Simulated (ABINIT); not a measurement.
# How BaHfO3 absorbs and reflects light

Wanted: where BaHfO3 starts to absorb, how strongly, and its refractive index.

Main program and level: ABINIT 10.8.3; DFT, PBE, plane waves with norm-conserving potentials (PseudoDojo), scalar-relativistic, independent-particle linear optical response without local fields.

**1. Starting point**

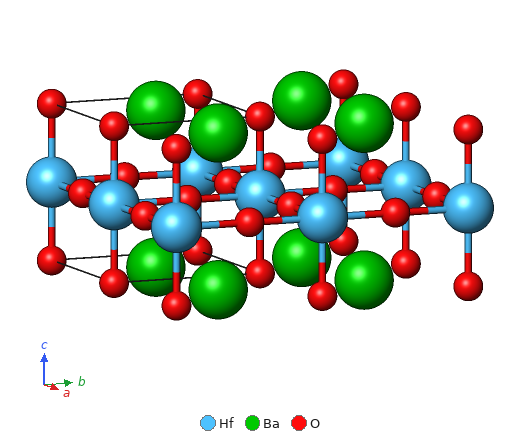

Start, viewed slightly off an axis; hafnium blue, barium green, oxygen red. 2×2×1 cells are drawn. Some periodic images of atoms are drawn too.

**2. Ground state, bands and velocity matrix elements**

First the ground state: is it a metal or has it a gap?

This step: DFT, PBE, plane waves with norm-conserving potentials (PseudoDojo), scalar-relativistic, ground state, bands at fixed density and velocity matrix elements (ABINIT 10.8.3).

The input, run.abi:

```
# ground state, bands on a dense mesh, and the derivatives d/dk of the wave functions
ndtset 3

ngkpt1 6 6 6
shiftk1 0.0 0.0 0.0
tolvrs1 1.0d-12
nband1 24
prtden1 1

iscf2 -2
getden2 1
ngkpt2 8 8 8
shiftk2 0.0 0.0 0.0
kptopt2 1
nband2 52
nbdbuf2 4
tolwfr2 1.0d-14

optdriver3 8
wfk_task3 "wfk_ddk"
prtevk3 1
getwfk3 2
getden3 1
iscf3 -2
ngkpt3 8 8 8
shiftk3 0.0 0.0 0.0
kptopt3 1
nband3 52

nshiftk 1
occopt 3
tsmear 0.001837
ecut 45.0
nstep 80
iomode 3
chksymbreak 0
chkprim 0
chksymtnons 0
acell 3*1.0 Angstrom
rprim
  4.169566799900 0.000000000000 0.000000000000
  0.000000000000 4.169566799900 0.000000000000
  0.000000000000 0.000000000000 4.170376634300
natom 5
ntypat 3
znucl 72 56 8
typat 1 2 3 3 3
xred
  0.000000000000 0.000000000000 0.497875330000
  0.500000000000 0.500000000000 0.996424960000
  0.000000000000 0.000000000000 0.997941220000
  0.500000000000 0.000000000000 0.498890140000
  0.000000000000 0.500000000000 0.498890140000
pseudos "Hf.upf, Ba.upf, O.upf"
```

On the command line:

```sh
> mpirun -n 4 abinit run.abi
```

Numbers of over 12 decimals in the logs are rounded to 6 here.

What it wrote:

```text
DATASET    1 : space group P4 m m (# 99); Bravais tP (primitive tetrag.)
 DATASET    2 : space group P4 m m (# 99); Bravais tP (primitive tetrag.)
 DATASET    3 : space group P4 m m (# 99); Bravais tP (primitive tetrag.)
            ngfft          48      48      48
                         0.01852    0.01852    0.01852    0.00463    0.00926    0.03704
                         0.03704    0.01852    0.03704    0.07407    0.03704    0.03704
                         0.03704    0.00926    0.00926    0.03704    0.03704    0.01852
                         0.03704    0.07407    0.03704    0.03704    0.03704    0.00926
                         0.00463    0.01852    0.01852    0.00926    0.01852    0.03704
                         0.01852    0.01852    0.01852    0.00463
                         0.01563    0.01563    0.00781    0.00781    0.01563    0.00781
                         0.00781    0.00781    0.00195    0.00391    0.01563    0.01563
                         0.01563    0.00781    0.01563    0.03125    0.03125    0.01563
                         0.01563    0.03125    0.01563    0.01563    0.01563    0.00391
                         0.00391    0.01563    0.01563    0.01563    0.00781    0.01563
                         0.03125    0.03125    0.01563    0.01563    0.03125    0.01563
                         0.01563    0.01563    0.00391    0.00391    0.01563    0.01563
                         0.01563    0.01563    0.00781    0.00781    0.01563    0.00781
                         0.00781    0.00781    0.00195    0.00391    0.01563    0.01563
                         0.01563    0.00781    0.01563    0.03125    0.03125    0.01563
                         0.01563    0.03125    0.01563    0.01563    0.01563    0.00391
[...]
== DATASET  1 ==================================================================
 Real(R)+Recip(G) space primitive vectors, cartesian coordinates (Bohr,Bohr^-1):
 R(1)=  7.8793393  0.0000000  0.0000000  G(1)=  0.1269142  0.0000000  0.0000000
 R(2)=  0.0000000  7.8793393  0.0000000  G(2)=  0.0000000  0.1269142  0.0000000
 R(3)=  0.0000000  0.0000000  7.8808697  G(3)=  0.0000000  0.0000000  0.1268895
 Unit cell volume ucvol=  4.8927582E+02 bohr^3
 Angles (23,13,12)=  9.00000000E+01  9.00000000E+01  9.00000000E+01 degrees
 getcut: wavevector=  0.0000  0.0000  0.0000  ngfft=  48  48  48
     iter   Etot(hartree)      deltaE(h)  residm     vres2
 ETOT  1  -134.03912417291    -1.340E+02 1.801E-01 1.450E+03
 ETOT  2  -133.79718604915     2.419E-01 4.301E-02 2.196E+03
 ETOT  3  -134.47378209993    -6.766E-01 9.167E-03 6.531E+01
 ETOT  4  -134.48985084400    -1.607E-02 5.164E-03 5.076E-01
 ETOT  5  -134.48981630881     3.454E-05 7.051E-03 3.994E-01
 ETOT  6  -134.48987461224    -5.830E-05 2.207E-03 1.269E-01
 ETOT  7  -134.48990268057    -2.807E-05 1.758E-03 2.007E-03
 ETOT  8  -134.48990293518    -2.546E-07 6.893E-04 1.660E-04
 ETOT  9  -134.48990296990    -3.472E-08 1.131E-03 2.321E-05
 ETOT 10  -134.48990297470    -4.798E-09 5.346E-04 4.964E-07
 ETOT 11  -134.48990297473    -3.666E-11 1.326E-03 1.723E-08
 ETOT 12  -134.48990297474    -1.063E-11 5.453E-04 4.251E-10
 ETOT 13  -134.48990297474     3.439E-12 1.030E-03 7.262E-11
 ETOT 14  -134.48990297474    -9.379E-13 3.523E-04 1.256E-12
 ETOT 15  -134.48990297474    -2.274E-12 5.325E-04 2.621E-13
 At SCF step   15       vres2   =  2.62E-13 < tolvrs=  1.00E-12 =>converged.
 Cartesian components of stress tensor (hartree/bohr^3)
  sigma(1 1)= -1.19883691E-04  sigma(3 2)=  0.00000000E+00
  sigma(2 2)= -1.19883691E-04  sigma(3 1)=  0.00000000E+00
  sigma(3 3)= -1.18265867E-04  sigma(2 1)=  0.00000000E+00
 Mean square residual over all n,k,spin=   23.699E-07; max=  53.252E-05
 Fermi (or HOMO) energy (hartree) =   0.29336   Average Vxc (hartree)=  -0.40903
 Eigenvalues (hartree) for nkpt=  40  k points:
 kpt#   1, nband= 24, wtk=  0.00463, kpt=  0.0000  0.0000  0.0000 (reduced coord)
  -1.96953   -0.82144   -0.82144   -0.82143   -0.69425   -0.37782   -0.35856   -0.35852
  -0.14784   -0.14783   -0.14783    0.17148    0.17152    0.17152    0.19658    0.19661
   0.19661    0.22550    0.22551    0.22551    0.36672    0.36672    0.36675    0.40692
   2.00000    2.00000    2.00000    2.00000    2.00000    2.00000    2.00000    2.00000
   2.00000    2.00000    2.00000    2.00000    2.00000    2.00000    2.00000    2.00000
   2.00000    2.00000    2.00000    2.00000    0.00000    0.00000    0.00000    0.00000
kinetic             :  5.43440711301519E+01
hartree             :  2.51057529733904E+01
xc                  : -3.36659097784403E+01
Ewald energy        : -9.95046223979236E+01
psp_core            :  5.50055060586250E+00
local_psp           : -8.47611461820168E+01
non_local_psp       : -1.50859932576620E+00
internal            : -1.34489902974742E+02
'-kT*entropy'       :  3.13157055192978E-15
total_energy        : -1.34489902974742E+02
total_energy_eV     : -3.65965669603022E+03
 Cartesian components of stress tensor (hartree/bohr^3)
  sigma(1 1)= -1.19883691E-04  sigma(3 2)=  0.00000000E+00
  sigma(2 2)= -1.19883691E-04  sigma(3 1)=  0.00000000E+00
  sigma(3 3)= -1.18265867E-04  sigma(2 1)=  0.00000000E+00
-Cartesian components of stress tensor (GPa)         [Pressure=  3.5112E+00 GPa]
== DATASET  2 ==================================================================
 Real(R)+Recip(G) space primitive vectors, cartesian coordinates (Bohr,Bohr^-1):
 R(1)=  7.8793393  0.0000000  0.0000000  G(1)=  0.1269142  0.0000000  0.0000000
 R(2)=  0.0000000  7.8793393  0.0000000  G(2)=  0.0000000  0.1269142  0.0000000
 R(3)=  0.0000000  0.0000000  7.8808697  G(3)=  0.0000000  0.0000000  0.1268895
 Unit cell volume ucvol=  4.8927582E+02 bohr^3
 Angles (23,13,12)=  9.00000000E+01  9.00000000E+01  9.00000000E+01 degrees
 getcut: wavevector=  0.0000  0.0000  0.0000  ngfft=  48  48  48
 Mean square residual over all n,k,spin=   46.087E-16; max=  99.995E-16
 Eigenvalues (hartree) for nkpt=  75  k points:
 kpt#   1, nband= 52, wtk=  0.00195, kpt=  0.0000  0.0000  0.0000 (reduced coord)
  -1.96953   -0.82144   -0.82144   -0.82143   -0.69425   -0.37782   -0.35856   -0.35852
  -0.14784   -0.14783   -0.14783    0.17148    0.17152    0.17152    0.19658    0.19661
   0.19661    0.22550    0.22551    0.22551    0.36672    0.36672    0.36675    0.40688
   0.40694    0.44928    0.54850    0.54861    0.55880    0.55881    0.55881    0.73254
   0.79534    0.79540    0.79540    0.86096    0.90878    0.90893    0.90893    1.00963
   1.00981    1.09822    1.09852    1.09852    1.13557    1.13557    1.13569    1.25848
   1.25854    1.25854    1.28013    1.28038
== DATASET  3 ==================================================================
            ngfft          48      48      48
[...]
0.01852    0.01852    0.01852    0.00463
[...]
0.01563    0.01563    0.00391    0.00391    0.01563    0.01563
                         0.01563    0.01563    0.00781    0.00781    0.01563    0.00781
                         0.00781    0.00781    0.00195    0.00391    0.01563    0.01563
                         0.01563    0.00781    0.01563    0.03125    0.03125    0.01563
                         0.01563    0.03125    0.01563    0.01563    0.01563    0.00391
                         0.00391    0.01563    0.01563    0.01563    0.00781    0.01563
                         0.03125    0.03125    0.01563    0.01563    0.03125    0.01563
                         0.01563    0.01563    0.00391    0.00391    0.01563    0.01563
[shortened to cell, iterations, levels, energies and stress; the echo of variables, forces, comments, warnings and credits are left out]
```

Wall time 3.9 min (4 MPI ranks of Intel Xeon 6975P-C (Granite Rapids), shared host); peak memory 0.2 GiB; 16 min of CPU time.

This step gave:

| Item | Value |
| --- | --- |
| total energy | -134.5 Ha |
| gap on the k-mesh | 3.661 eV |
| direct gap on the mesh | 3.842 eV |

There is a gap, 3.66 eV on this mesh (points off the mesh can give less), so no carriers' term is needed.

**3. Optical response**

The spectrum is a sum over vertical transitions between filled and empty bands at the fixed density, so many empty bands are needed.

This step: DFT, PBE, plane waves with norm-conserving potentials (PseudoDojo), scalar-relativistic, independent-particle linear optical response without local fields (ABINIT 10.8.3).

The input, optic.abi:

```
&FILES
 ddkfile_1 = 'runo_DS3_1_EVK.nc',
 ddkfile_2 = 'runo_DS3_2_EVK.nc',
 ddkfile_3 = 'runo_DS3_3_EVK.nc',
 wfkfile = 'runo_DS2_WFK.nc'
/
&PARAMETERS
 broadening = 0.001837,
 domega = 0.0020212,
 maxomega = 0.80849,
 scissor = 0.0,
 tolerance = 0.002,
 nband_sum = 48
/
&COMPUTATIONS
 num_lin_comp = 2,
 lin_comp = 11, 33,
 num_nonlin_comp = 0,
 num_linel_comp = 0,
 num_nonlin2_comp = 0
/
```

On the command line:

```sh
> optic optic.abi
```

What it wrote:

```text

 OPTIC has originally been developed by
 S. Sharma, J. K. Dewhurst and C. Ambrosch-Draxl, Phys. Rev. B 67, 165332 (2003), and
 S. Sharma and C. Ambrosch-Draxl, Physica Scripta T 109 (2004).

 rprimd(bohr)      =   7.87934   0.00000   0.00000
                       0.00000   7.87934   0.00000
                       0.00000   0.00000   7.88087
 natom             =       5
 nkpt,mband        =      75      52
 ecut              =  45.00000 Ha
 newocc: new Fermi energy is       0.310187 , with nelect=     40.000000, Number of bisection calls: 4
 Fermi level: 8.4406  (eV)

 fermie            =   0.31019 Ha   8.44061 eV
 Scissor shift     =   0.00000 Ha
 Tolerance on closeness to singularities     =   0.00200 Ha
 Smearing factor      =   0.00184 Ha
 Will use the antiresonant approximation (meaning that the antiresonant terms are neglected)
 Will not perform the bands decomposition
 linear coeffs to be calculated :
 11 33
 non-linear coeffs to be calculated :

 electronic part of electro-optic coeffs to be calculated :

 non-linear coeffs (V2) to be calculated :

 linear optic matrix elements will be printed :0
 optic : Call pmat2cart
 No scissor shift to be applied. Returning to main optic routine.
 optic : Call linopt
  linopt            1           1
 calculated the component:           1           1   of dielectric function
  with broadening:         (0.000000,1.83700000000000009E-003)
 and scissors shift:   0.000000
 energy window:   87.838503      eV   3.228005      Ha
  linopt            3           3
 calculated the component:           3           3   of dielectric function
  with broadening:         (0.000000,1.83700000000000009E-003)
 and scissors shift:   0.000000
 energy window:   87.838503      eV   3.228005      Ha
 optic : Call nlinopt
 optic : Call linelop
 optic : Call nonlinopt

================================================================================

 Calculation completed.
-
program: optic
version: 10.8.3
start_datetime:
end_datetime:
overall_cpu_time:           0.5
overall_wall_time:           0.5
mpi_procs: 1
omp_threads: 1
...
```

Wall time 1.1 s (1 thread); peak memory 0.07 GiB.

Read-outs, printed or worked out from the files:

- electronic dielectric constant ε∞, mean over x, y and z (by symmetry where fewer were run): 4.639

The Im ε, E ∥ x or z has structure finer than the step of the table below, so its rows give means over 1 eV, whole bins alone (the curve runs from 0.0550 to 21.9 eV). Peaks (eV: height): 5.9: 6.51, 6.5: 8.55, 6.8: 9.25, 7.9: 6.04, 8.1: 5.33, 9.6: 6.12, 10.1: 5.82.

Sum at mesh points, not converged in k; values under the direct gap are tails of Lorentzian lines. Im ε, E ∥ x or z against photon energy; means over each step:

```csv
photon energy (eV),"Im ε, E ∥ x or z"
1,0.00624
2,0.0148
3,0.0331
4,0.297
5,2.55
6,4.91
7,6.29
8,4.04
9,4.28
10,4.99
11,3.86
12,1.94
13,1.10
14,1.89
15,1.57
16,2.16
17,3.21
18,3.06
19,3.40
20,1.65
21,0.852
```

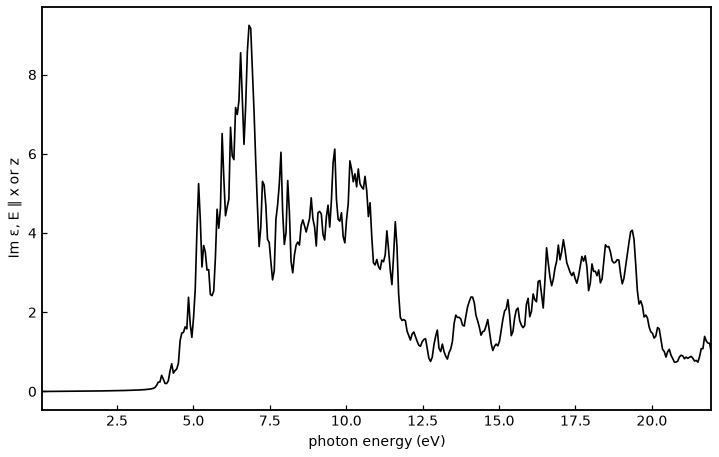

Im ε, E ∥ x or z, plotted against photon energy.

The reflectivity at normal incidence, E ∥ x or z has structure finer than the step of the table below, so its rows give means over 1 eV, whole bins alone (the curve runs from 0.0550 to 21.9 eV). Peaks (eV: height): 6.9: 37.3, 10.8: 38.4, 11.4: 33.8, 11.7: 47.5, 19.0: 30.4, 19.9: 48.9, 20.3: 54.6.

Sum at mesh points, not converged in k. The reflectivity at normal incidence, E ∥ x or z by photon energy; means over each step:

```
photon energy (eV)  reflectivity at normal incidence, E ∥ x or z (%)
                 1                                              13.6
                 2                                              14.3
                 3                                              15.7
                 4                                              18.9
                 5                                              23.4
                 6                                              26.8
                 7                                              29.1
                 8                                              20.6
                 9                                              21.4
                10                                              26.2
                11                                              30.9
                12                                              29.7
                13                                              8.03
                14                                              10.9
                15                                              8.37
                16                                              11.3
                17                                              19.0
                18                                              20.7
                19                                              30.0
                20                                              47.3
                21                                              39.1
```

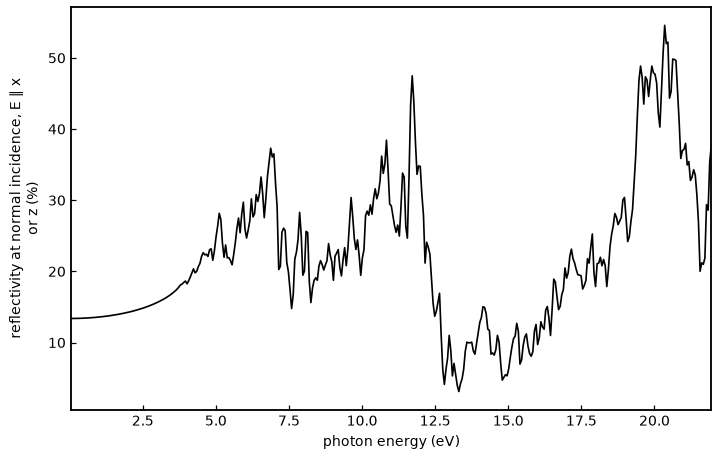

Reflectivity at normal incidence, E ∥ x or z against photon energy.

The loss function −Im 1/ε at q → 0, E ∥ x or z has structure finer than the step of the table below, so its rows give means over 1 eV, whole bins alone (the curve runs from 0.0550 to 21.9 eV). Peaks (eV: height): 11.5: 0.364, 12.7: 1.10, 13.0: 0.761, 14.7: 0.561, 15.3: 0.409, 17.9: 0.388, 21.5: 1.21.

Sum at mesh points, not converged in k; values under the direct gap are tails of Lorentzian lines. Loss function −Im 1/ε at q → 0, E ∥ x or z against energy loss; means over each step:

```csv
energy loss (eV),"loss function −Im 1/ε at q → 0, E ∥ x or z"
1,2.8e-4
2,6.1e-4
3,0.00114
4,0.00667
5,0.0410
6,0.0623
7,0.149
8,0.180
9,0.176
10,0.184
11,0.261
12,0.525
13,0.602
14,0.381
15,0.357
16,0.266
17,0.271
18,0.317
19,0.283
20,0.327
21,0.745
```

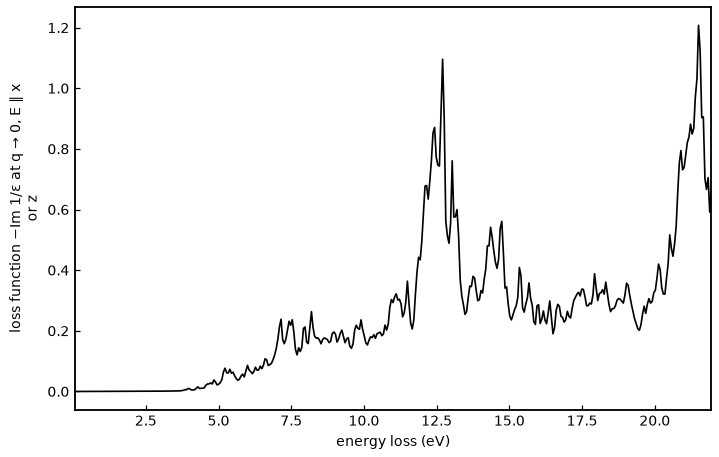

Loss function −Im 1/ε at q → 0, E ∥ x or z against energy loss.

From ε follow the optical constants at some laser and lamp lines:

```csv
wavelength (nm),n,k,R (%),1/α
1064,2.17,0.002,13.7,50 µm
800,2.19,0.002,13.9,27 µm
532,2.24,0.004,14.6,10 µm
450,2.28,0.006,15.2,6.4 µm
365,2.37,0.010,16.6,3.0 µm
248,2.93,0.309,24.6,64 nm
193,2.78,1.265,30.0,12 nm
```

Below the direct gap, k and the depth come from the tails of the Lorentzian lines, not from transitions.

Rows near the edge hang on the gap, which this functional as a rule makes too small, and phonon-assisted absorption is left out.

**4. Summary of results**

```yaml
electronic_dielectric_constant_eps_infinity_mean_over_x_y_and_z_by_symmetry_where_fewer_were_run_independent_particles: 4.64
```

What this shows: At this level (PBE, independent particles) BaHfO3 has ε∞ = 4.64 and n = 2.16 at 1550 nm. On the mesh the gap is 3.66 eV and the least direct gap 3.84 eV, so on this mesh the band edges lie at different points. Excitons and phonon-assisted transitions are missing, and so are local fields; PBE gaps are as a rule too small, which pulls the onset down and ε∞ up. Spin-orbit coupling is left out although heavy atoms are present. The sum runs over mesh points 0.19 Å⁻¹ apart with no interpolation, so peaks are partly noise of the mesh and static values carry its error. Besides steps told in other documents, this task had 1 run with a known fault of program or setting; those not told in a step above aren't shown.

[Logs are printed without paths, hosts, clocks, repeated set-up lines and the standing remarks that a program may print on its own settings, such as how far it seeks lower states.]

[Hosts, paths, dates, database ids (printed as entryN), source tags and the programs' standing remarks are cut or masked in the printed files.]
